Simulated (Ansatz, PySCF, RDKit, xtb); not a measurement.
# Isomers of C3H9BClN, a sample narrowed down

A sample of isomers of C3H9BClN is drawn. Aim: find which of them has the lowest free energy at 298.15 K, then its properties. The sample is small against all isomers, and the most stable one of this formula need not be in it.

Plan: many cheap relaxations first (GFN2-xTB), then density-functional screening, relaxation at PBE-D3(BJ)/def2-SVP, vibrations (at GFN2-xTB) and a final energy. The numbers are computed, not measured.

### Step 1. Candidates

Isomers were taken from a list of plausible structures; this is a sample, not all of them. That gives 4 candidates.

```
label                  SMILES     spin
 c445  C=C(C)[B@H-]([NH3+])Cl  singlet
 c845               CCNB(C)Cl  singlet
 c928      C=CC[NH2+][BH2-]Cl  singlet
 c970    [NH3+][BH2-]C/C=C\Cl  singlet
```

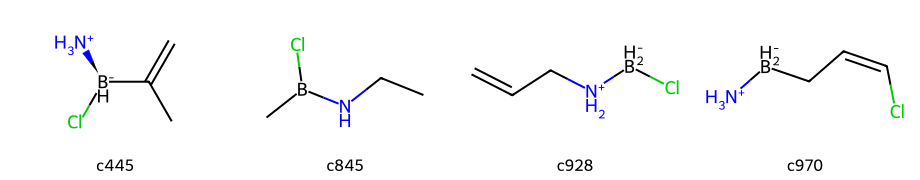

Structural formulas of the candidates.

Candidates are built by distance geometry, with a force field where one applies, in up to four conformers (letters a to d).

Q: Predict the outcome of this search (final energies at CCSD(T)/def2-SVP + MP2/def2-TZVPP - MP2/def2-SVP).

| quantity | value |
| --- | --- |
| lowest structure found | CCNB(C)Cl, singlet |
| next finalist | C=CC[NH2+][BH2-]Cl, singlet, 43.9 kcal/mol higher in G |
| share at equilibrium, among the finalists | 100.0 % |
| dipole moment (PBE0/def2-SVPD) | 2.71 D |
| HOMO energy (PBE0/def2-SVPD) | -7.69 eV |
| LUMO energy (PBE0/def2-SVPD) | 0.21 eV |
| HOMO–LUMO gap (PBE0/def2-SVPD) | 7.90 eV |
| lowest excitation (TD-PBE0/def2-SVPD) | 6.68 eV (f = 0.010) |
| strongest of the states computed, same level | 7.32 eV (f = 0.166) |
| lowest triplet excitation, same level, Tamm-Dancoff | 5.79 eV |
| vertical ionisation energy | 9.59 eV |
| vertical electron affinity | -1.18 eV (unbound: the value depends on the basis) |
| vertical triplet less singlet | +5.94 eV |

The lowest structure found is `CCNB(C)Cl`. Among the finalists first place is clear (43.9 kcal/mol); structures outside the list aren't covered. r2SCAN-D4/def2-SVP, PBE-D3(BJ)/def2-SVP, HF/def2-SVP and MP2/def2-SVP already put its bonding pattern lowest among the structures in one piece. 2 minima inside the window were never screened. Lowest found is not proven lowest: the search is finite, and each finalist counts with one conformer. Only 4 drawn patterns were tried, so whole families of isomers are missing, and the result ranks this sample alone.
